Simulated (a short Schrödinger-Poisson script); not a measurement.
Structure: symmetric double-gate stack, SiO2 on p-type GaN, at 400 K.

```csv
layer,material,thickness (nm),Na (cm⁻³)
1,SiO2,3.4,-
2,GaN,7,2e15
3,SiO2,3.4,-
```

Constants are typed, rounded textbook-type inputs, not results; the design itself was drawn at random and stands for no fabricated device. SiO2: permittivity 3.9, conduction-band edge (eV) 3.2, gap (eV) 9, electron mass (mₑ) 0.5. GaN: permittivity 9.5, conduction-band edge (eV) 0, gap (eV) 3.43, Nv at 300 K (cm⁻³) 4.6e19.

Channel valleys (confinement mass, in-plane density-of-states mass, number): Γ 0.2, 0.2, 1. At the gates, both at one voltage, the conduction-band edge of layer 1 lies 3.84 eV − eVg above the Fermi level of the channel. Gaps are held at their typed values at every temperature. Mesh 0.03 nm at interfaces.

From a short Schrödinger-Poisson script (our own, NumPy): 1D Poisson equation in equilibrium, electrons quantum, Hartree (BenDaniel-Duke, 12 states a valley, the channel's in-plane mass for all, wave functions ending at the dielectric), parabolic valleys, classical holes, full ionisation, no traps, pinning or gate leakage.

Only gate voltages with over 1e8 electrons/cm² are shown.

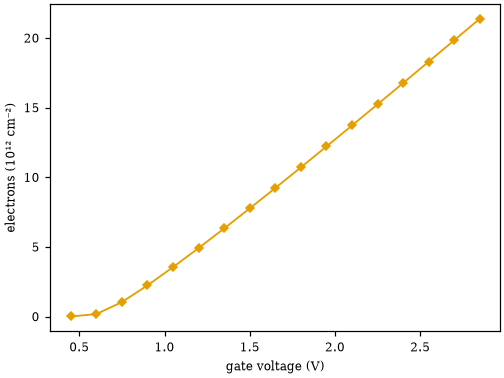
Figure. Sheet density against gate voltage

```
Vg (V)  electrons (cm⁻²)  C (μF/cm²)  Γ E0 (meV)  Γ E1 (meV)
------  ----------------  ----------  ----------  ----------
0.45              3.89e9      0.0181       228.9       344.0
0.6              1.79e11       0.543        96.1       210.4
0.75             1.04e12        1.17        30.6       141.4
0.9              2.24e12        1.36        -2.5       103.8
1.05             3.55e12        1.44       -25.4        76.1
1.2              4.92e12        1.48       -43.6        53.4
1.35             6.33e12        1.52       -58.9        33.7
1.5              7.77e12        1.55       -72.2        16.5
1.65             9.23e12        1.57       -84.0         0.9
1.8              1.07e13        1.59       -94.7       -13.3
1.95             1.22e13        1.61      -104.6       -26.5
2.1              1.37e13        1.62      -113.9       -39.0
2.25             1.52e13        1.63      -122.9       -50.9
2.4              1.68e13        1.64      -131.5       -62.4
2.55             1.83e13        1.64      -140.0       -73.5
2.7              1.98e13        1.65      -148.3       -84.4
2.85             2.14e13        1.65      -156.5       -95.0
```

Subbands count from the Fermi level. The capacitance is that of both gates.

In real p-type GaN the Mg acceptor is only partly ionised, and so wide a gap doesn't supply an inversion layer without source and drain.
